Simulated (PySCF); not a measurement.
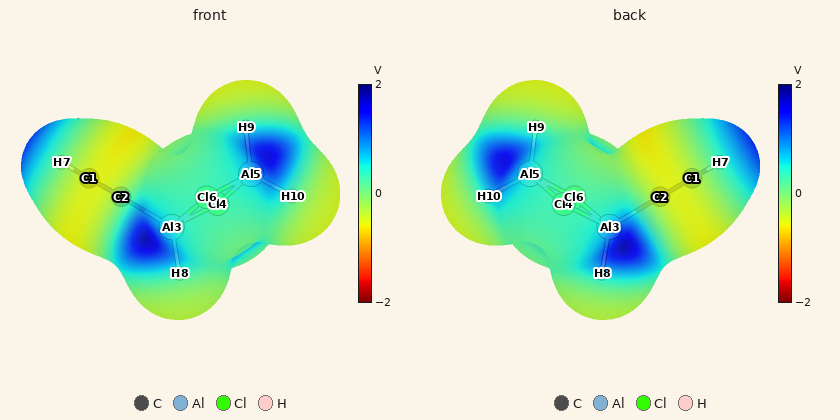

The picture shows: C2H4Al2Cl2 (SMILES C#[C][AlH-]1[Cl+][AlH2-][Cl+]1). The molecular electrostatic potential painted on the density surface at 0.001 e/bohr³, seen from the front and from behind; the colour scale runs from red (negative) to blue (positive).

Geometry: GFN2-xTB.

Theory: CAM-B3LYP/def2-SVPD, SCF density, gas phase in PySCF.

```xyz
10

C     3.1161   -0.3533    0.0270
C     2.0418    0.1965   -0.0800
Al    0.3367    1.1030   -0.2605
Cl   -0.8475    0.0488   -1.7977
Al   -2.1761   -0.7409   -0.2528
Cl   -1.0423    0.3260    1.2796
H     4.0526   -0.8309    0.1202
H     0.0106    2.5958   -0.4116
H    -1.9191   -2.2524   -0.0945
H    -3.5639   -0.0878   -0.4051
```

Describe the electrostatic potential map.

The most negative region (about −0.6 V) lies over C1 and C2, the most positive (about +1.7 V) over Al3.
